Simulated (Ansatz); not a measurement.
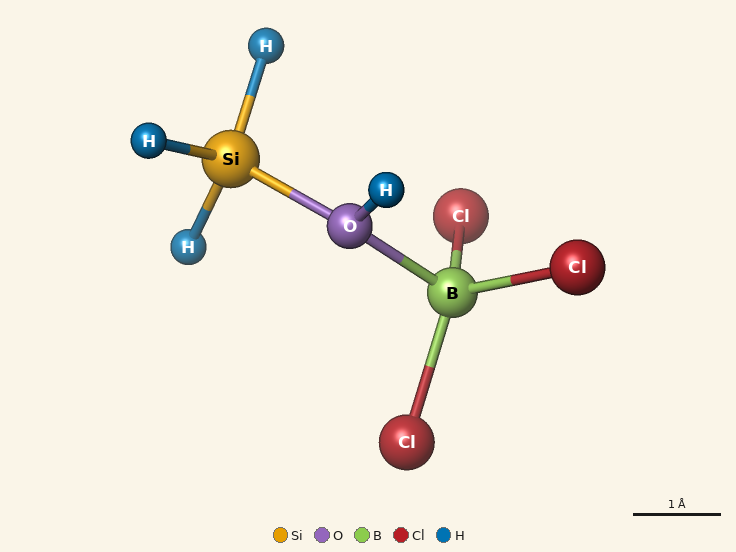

Atoms fade into the background with distance from the viewer. Computed geometry: PBE-D4/def2-SVP optimisation. No frequency run is at hand to confirm it as a minimum. Masses are those of the most abundant isotopes; constants are for the rigid equilibrium geometry.

What kind of rotor is it, and what are its rotational constants in MHz?

An asymmetric top (C1): A = 1627, B = 1046, C = 992 MHz. Ray's parameter κ is −0.83, nearer the prolate limit.
